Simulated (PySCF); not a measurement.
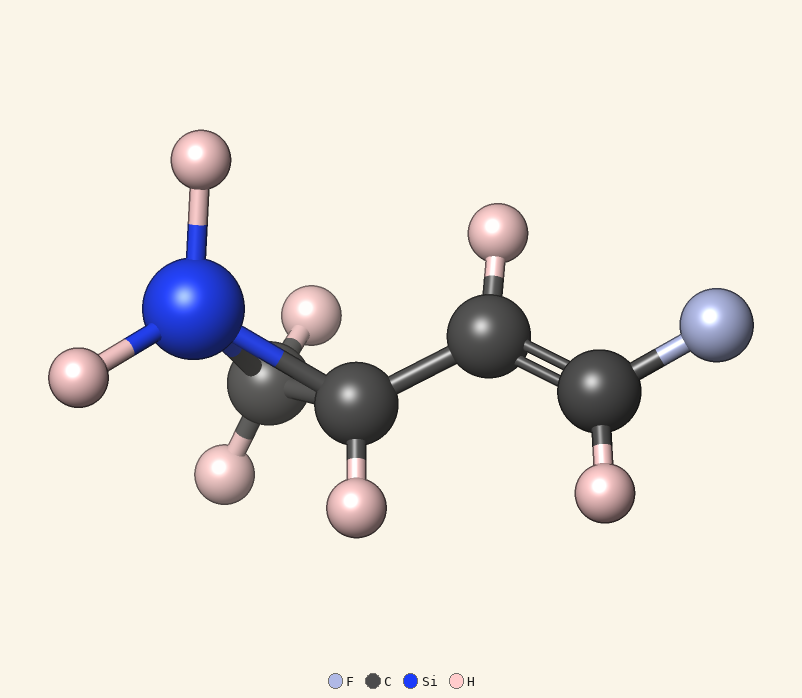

The geometry was computed by an optimisation with PBE0-D3(BJ)/def2-SVP. No frequency run is at hand to confirm it as a minimum.

Give the structural formula.

SMILES: F/C=C/[C@@H]1C[SiH2]1

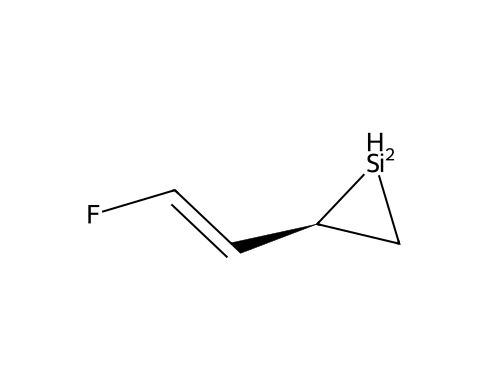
